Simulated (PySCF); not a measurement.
H7F3OSi4, SMILES F[Si](F)(F)[SiH2][SiH2]O[SiH3] at its GFN2-xTB optimised geometry (Å):

```
15

F      2.0105    -0.8346     0.0000
Si     0.4153    -0.8346     0.0000
F      0.0976    -1.7067    -1.2979
F      0.1200    -1.8970     1.1531
Si    -0.5567     1.2341     0.0000
Si    -0.0322     2.4435    -1.9113
O      1.2369     1.7059    -2.5897
Si     2.4468     0.8025    -3.1925
H     -0.1534     1.8970     1.2566
H     -2.0105     1.0403     0.1657
H      0.4016     3.8218    -1.6590
H     -1.0868     2.4596    -2.9320
H      3.4949     0.8258    -2.1770
H      2.8525     1.4688    -4.4289
H      1.8901    -0.5239    -3.4331
```

Calculation: PBE/def2-TZVP (PySCF). Cells within 0.4 Å of a nucleus heavier than hydrogen are left out (blank, or x).

Map of the log10 of the electron density (e/bohr³), floored at −4 on the plane z = 0.0 Å:

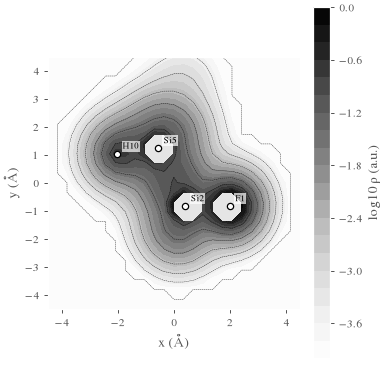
*Log10 of the electron density (e/bohr³), floored at −4 on the plane z = 0.0 Å.*
